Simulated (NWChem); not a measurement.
# BNH2O (SMILES BN=O): levels of theory compared

We compute a comparison of 5 runs (B3LYP/6-31G*, CAM-B3LYP/6-31+G*, B3LYP/def2-TZVP, CCSD(T)/6-31G*) of BNH2O. 

Program for the calculation: NWChem 7.3.0.

**1. The molecule**

BNH2O: 5 atoms, total charge 0, spin state singlet. As SMILES, `BN=O`. Geometry: relaxed at GFN2-xTB.

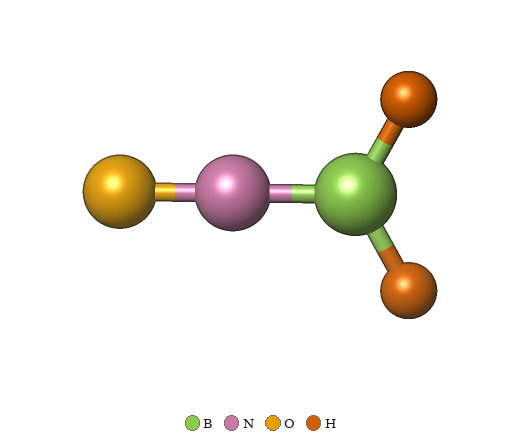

The structure, seen from a chosen angle (boron green, nitrogen pink, oxygen amber, hydrogen orange).

**2. Energy and gradient at B3LYP/6-31G(d) (spherical functions) (run 1)**

job.xyz

```xyz
5

B     -0.303260     0.384710    -0.206480
N      0.435210    -0.552070     0.296940
O      1.113730    -1.415380     0.760240
H     -1.158940     0.091910    -0.941520
H     -0.086740     1.490830     0.090820
```

run.py

```python
from ase.io import read
from ase.calculators.nwchem import NWChem

molecule = read('job.xyz')

calc = NWChem(
    label='job',
    theory='dft',
    memory='2200 mb',
    basis='6-31G*',
    basispar='spherical bse',
    dft={'xc': 'b3lyp', 'mult': '1', 'grid': 'xfine', 'convergence': 'energy 1e-08', 'iterations': '100', 'mulliken': None},
)
molecule.calc = calc

forces = molecule.get_forces()
print(f"energy = {molecule.get_potential_energy():.6f} eV")
print("forces (eV/A):")
for s, f in zip(molecule.symbols, forces):
    print(f"{s:2s} {f[0]:10.5f} {f[1]:10.5f} {f[2]:10.5f}")
print("dipole (e A):", molecule.get_dipole_moment().round(4))
```

Command:

```console
$ export ASE_NWCHEM_COMMAND="nwchem PREFIX.nwi > PREFIX.nwo"
$ python run.py
```

What it wrote:

```text
energy = -4243.375050 eV
forces (eV/A):
B    -0.95213    1.22616   -0.65095
N     1.61877   -2.06994    1.10480
O    -0.37734    0.48614   -0.25762
H    -0.52533   -0.31717   -0.46455
H     0.23603    0.67486    0.26832
dipole (e A): [-0.0681  0.0866 -0.0465]
```

The calculator wrote job.nwi:

```
title "job"

permanent_dir job

scratch_dir job

start job

geometry units angstrom nocenter noautosym noautoz
  B  -3.0325999999999997e-01 3.8471000000000000e-01 -2.0648000000000000e-01
  N  4.3520999999999999e-01 -5.5206999999999995e-01 2.9693999999999998e-01
  O  1.1137300000000001e+00 -1.4153800000000001e+00 7.6024000000000003e-01
  H  -1.1589400000000001e+00 9.1910000000000006e-02 -9.4152000000000002e-01
  H  -8.6739999999999998e-02 1.4908300000000001e+00 9.0819999999999998e-02
end

memory 2200 mb

basis spherical bse noprint
   * library 6-31G*
end

dft
  xc b3lyp
  mult 1
  grid xfine
  convergence energy 1e-08
  iterations 100
  mulliken
end

task dft gradient
```

job.nwo, shortened:

```text
[...]
         Total DFT energy =     -155.941158105333
[...]
  wavefunction    = closed shell
                         DFT ENERGY GRADIENTS
    atom               coordinates                        gradient
                 x          y          z           x          y          z
   1 B      -0.573078   0.726996  -0.390191    0.018516  -0.023845   0.012659
   2 N       0.822428  -1.043261   0.561135   -0.031480   0.040254  -0.021485
   3 O       2.104645  -2.674680   1.436645    0.007338  -0.009454   0.005010
   4 H      -2.190079   0.173685  -1.779215    0.010216   0.006168   0.009034
   5 H      -0.163915   2.817260   0.171625   -0.004590  -0.013124  -0.005218
[...]
```

It took 11 s on 1 thread of Intel Xeon Platinum 8488C (Sapphire Rapids), shared host; peak memory 0.12 GiB.

**3. Energy and forces at B3LYP/6-31G(d) (Cartesian functions) (run 2)**

mol.nw

```
start mol
memory 2200 mb
charge 0

geometry units angstroms noautosym nocenter noautoz
  B    -0.303260    0.384710   -0.206480
  N     0.435210   -0.552070    0.296940
  O     1.113730   -1.415380    0.760240
  H    -1.158940    0.091910   -0.941520
  H    -0.086740    1.490830    0.090820
end

basis cartesian
  * library 6-31G*
end

dft
  xc b3lyp
  mult 1
  grid xfine
  convergence energy 1e-08
  maxiter 100
  mulliken
end

task dft gradient
```

Command:

```console
$ nwchem mol.nw > mol.out
```

What it wrote:

```text
[...]
          Wavefunction type:  closed shell.
          No. of atoms     :     5
          No. of electrons :    22
[...]
          Charge           :     0
          Spin multiplicity:     1
[...]
          AO basis - number of functions:    49
[...]
              XC Information
              --------------
                         B3LYP Method XC Potential
                     Hartree-Fock (Exact) Exchange  0.200
                        Slater Exchange Functional  0.800 local
                    Becke 1988 Exchange Functional  0.720 non-local
              Lee-Yang-Parr Correlation Functional  0.810
                  VWN I RPA Correlation Functional  0.190 local
[...]
 d= 0,ls=0.0,diis     1   -155.8817869473 -2.14D+02  1.75D-02  6.25D-01     1.0
[...]
 d= 0,ls=0.0,diis    11   -155.9439144535 -1.48D-09  3.14D-07  5.32D-10     9.0
         Total DFT energy =     -155.943914453484
      One electron energy =     -327.063658125511
           Coulomb energy =      132.724895982735
    Exchange-Corr. energy =      -20.217944924114
 Nuclear repulsion energy =       58.612792613406
[...]
      Total Density - Mulliken Population Analysis
     ---------------------------------------------
    Atom       Charge   Shell Charges
 -----------   ------   -------------------------------------------------------
    1 B    5     5.14   1.99  0.56  1.67  0.36  0.47  0.08
    2 N    7     6.66   1.99  0.84  2.39  0.62  0.78  0.04
    3 O    8     8.28   1.99  0.94  2.81  1.05  1.48  0.02
    4 H    1     0.96   0.51  0.45
    5 H    1     0.96   0.51  0.45
[...]
  wavefunction    = closed shell
                         DFT ENERGY GRADIENTS
    atom               coordinates                        gradient
                 x          y          z           x          y          z
   1 B      -0.573078   0.726996  -0.390191    0.018176  -0.023414   0.012427
   2 N       0.822428  -1.043261   0.561135   -0.031160   0.039847  -0.021266
   3 O       2.104645  -2.674680   1.436645    0.007386  -0.009514   0.005043
   4 H      -2.190079   0.173685  -1.779215    0.010211   0.006199   0.009034
   5 H      -0.163915   2.817260   0.171625   -0.004614  -0.013118  -0.005237
[...]
```

Wall time 11 s (1 thread of Intel Xeon Platinum 8488C (Sapphire Rapids), shared host); peak memory 0.12 GiB.

**4. Energy and gradient at CAM-B3LYP/6-31+G(d) (spherical functions) (run 3)**

m1.xyz

```xyz
5
BH2NO
B     -0.303260     0.384710    -0.206480
N      0.435210    -0.552070     0.296940
O      1.113730    -1.415380     0.760240
H     -1.158940     0.091910    -0.941520
H     -0.086740     1.490830     0.090820
```

m1.nw

```
start m1
title "BH2NO"
memory stack 880 mb heap 220 mb global 1100 mb
geometry units angstroms noautosym nocenter noautoz
   load m1.xyz
end
basis "ao basis" spherical bse
   * library 6-31+G*
end
dft
   xc xcamb88 1.00 lyp 0.81 vwn_5 0.19 hfexch 1.00
   cam 0.33 cam_alpha 0.19 cam_beta 0.46
   mult 1
   grid xfine
   convergence energy 1e-08
   direct
   iterations 100
   mulliken
   print medium
end
task dft gradient
```

Command:

```console
$ nwchem m1.nw > m1.out
```

What it wrote:

```text
[...]
          Wavefunction type:  closed shell.
          No. of atoms     :     5
          No. of electrons :    22
[...]
          Charge           :     0
          Spin multiplicity:     1
[...]
          AO basis - number of functions:    58
[...]
              XC Information
              --------------
                     Hartree-Fock (Exact) Exchange  1.000
                   CAM-Becke88 Exchange Functional  1.000
                      VWN V Correlation Functional  0.190 local
              Lee-Yang-Parr Correlation Functional  0.810
[...]
 d= 0,ls=0.0,diis     1   -155.8149126473 -2.14D+02  1.31D-02  5.26D-01     1.8
[...]
 d= 0,ls=0.0,diis    11   -155.8724437968 -5.71D-09  5.73D-07  3.35D-09    17.9
         Total DFT energy =     -155.872443796808
      One electron energy =     -326.841581269932
           Coulomb energy =      132.492987805350
    Exchange-Corr. energy =      -20.136642945632
 Nuclear repulsion energy =       58.612792613406
[...]
      Total Density - Mulliken Population Analysis
     ---------------------------------------------
    Atom       Charge   Shell Charges
 -----------   ------   -------------------------------------------------------
    1 B    5     5.08   2.00  0.57  1.69  0.33  0.40  0.01  0.02  0.06
    2 N    7     7.10   2.00  0.83  2.39  0.67  0.77  0.19  0.19  0.07
    3 O    8     7.94   2.00  0.94  2.81  1.01  1.36 -0.20 -0.01  0.04
    4 H    1     0.94   0.51  0.43
    5 H    1     0.94   0.51  0.43
[...]
  wavefunction    = closed shell
[...]
                         DFT ENERGY GRADIENTS
    atom               coordinates                        gradient
                 x          y          z           x          y          z
   1 B      -0.573078   0.726996  -0.390191    0.018155  -0.023402   0.012426
   2 N       0.822428  -1.043261   0.561135   -0.033808   0.043224  -0.023078
   3 O       2.104645  -2.674680   1.436645    0.011664  -0.014956   0.007963
   4 H      -2.190079   0.173685  -1.779215    0.008993   0.006685   0.008081
   5 H      -0.163915   2.817260   0.171625   -0.005004  -0.011551  -0.005393
[...]
```

It took 24 s on 1 thread of Intel Xeon Platinum 8488C (Sapphire Rapids), shared host; peak memory 0.12 GiB.

Run 4 isn't shown in full; the table further down has it.

**5. The energy at CCSD(T)/6-31G(d) (spherical functions) (run 5)**

input.nw

```
start input
memory stack 880 mb heap 220 mb global 1100 mb

geometry units bohr noautosym nocenter noautoz
  B   -0.57307834   0.72699654  -0.39019065
  N    0.82242771  -1.04326110   0.56113528
  O    2.10464468  -2.67468056   1.43664539
  H   -2.19007919   0.17368473  -1.77921494
  H   -0.16391484   2.81726040   0.17162493
end

basis spherical bse
  B library 6-31G*
  N library 6-31G*
  O library 6-31G*
  H library 6-31G*
end

scf
  thresh 1e-08
  maxiter 80
  print low
end

ccsd
  freeze core 3
  maxiter 60
end

task ccsd(t) energy
```

Command:

```console
$ nwchem input.nw > input.out
```

What it wrote:

```text
[...]
  functions       =    46
[...]
  wavefunction    = RHF
[...]
         Total SCF energy =   -155.047910541408
      One-electron energy =   -326.675589839211
      Two-electron energy =    113.014890891789
 Nuclear repulsion energy =     58.612788406014
        Time for solution =      2.1s
[...]
 Total MP2 energy:           -155.466357343575538
[...]
             energy      energy      error      ampl     ampl      Block
                                                time     time      time
[...]
 Total CCSD energy:           -155.486233446157883
[...]
 Total CCSD+T(CCSD) energy:           -155.505593437839394
[...]
 Total CCSD(T) energy:                -155.503437648642574
[...]
```

It took 13 s on 1 thread of Intel Xeon Platinum 8488C (Sapphire Rapids), shared host; peak memory 0.11 GiB.

**6. Overview of the runs**

| run | level | Cartesian functions | integration grid | energy (Eh) | dipole moment (D) | HOMO energy (eV) | LUMO energy (eV) | wall time |
| --- | --- | --- | --- | --- | --- | --- | --- | --- |
| 1 | B3LYP/6-31G* (spherical functions) | no | xfine | -155.941158 | 0.57 | -6.76 | -3.28 | 11 s |
| 2 | B3LYP/6-31G* (Cartesian functions) | yes | xfine | -155.943914 | 0.59 | -6.77 | -3.29 | 11 s |
| 3 | CAM-B3LYP/6-31+G* (spherical functions) | no | xfine | -155.872444 | 0.87 | -8.72 | -2.08 | 24 s |
| 4 | B3LYP/def2-TZVP | no | fine | -156.011593 | 0.71 | -7.04 | -3.53 | 26 s |
| 5 | CCSD(T)/6-31G* (spherical functions) | no | – | -155.503438 | – | – | – | 13 s |

**7. What came out**

| quantity | value |
| --- | --- |
| run 5: total energy | -155.50344 Eh |
| run 5: correlation energy (3 core orbitals frozen) | -455.5 mEh |
| run 5: (T) correction | -17.20 mEh |

Over runs 1, 2, 3, 4 the dipole moment (its size) runs from 0.57 D (B3LYP/6-31G*) to 0.87 D (CAM-B3LYP/6-31+G*). The two ends differ in method and basis. Over runs 1, 2, 3, 4 the HOMO–LUMO gap runs from 3.48 eV (B3LYP/6-31G*) to 6.65 eV (CAM-B3LYP/6-31+G*). Totals of different functionals can't be ranked against each other. All runs together took 85 s, the longest 26 s.
